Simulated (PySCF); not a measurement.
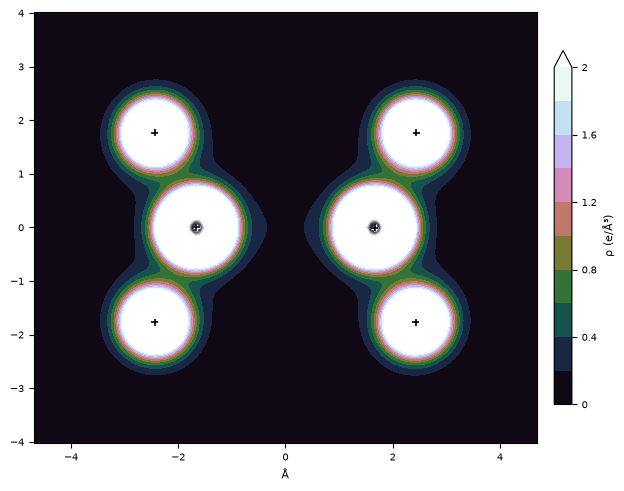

The electron density on a plane through atoms (crosses mark nuclei in the plane).

All numbers below come from CAM-B3LYP/def2-SVPD, SCF density, gas phase, scalar-relativistic core potentials on the heavy atoms in PySCF.

Candidates:
A. C3H10SeSi2
B. C2H10OSi3
C. F6In2

### Which candidate gave the map?

Candidate C: F6In2 on the plane of atoms F6, In5 and F7, which holds In and F. In–F (1.93 Å): the density is about 0.76 e/Å³ at the midpoint.
